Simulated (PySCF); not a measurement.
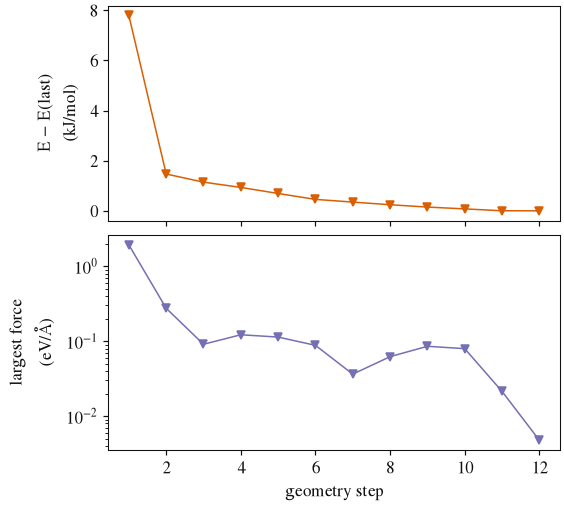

History of a geometry optimisation.

System: C3H4NS (SMILES CC(=S)C=[N]), multiplicity 2.
Method: PySCF, PBE0-D3(BJ)/def2-SVP, geometry optimisation.

How did it end, and what did it gain?

Answer. The optimisation met its thresholds at geometry 12, counting the start as the first. The energy fell by about 7.8 kJ/mol from the first step to the last. The largest force goes from about 1.9 eV/Å at the start to 5 × 10⁻³ eV/Å at the end.
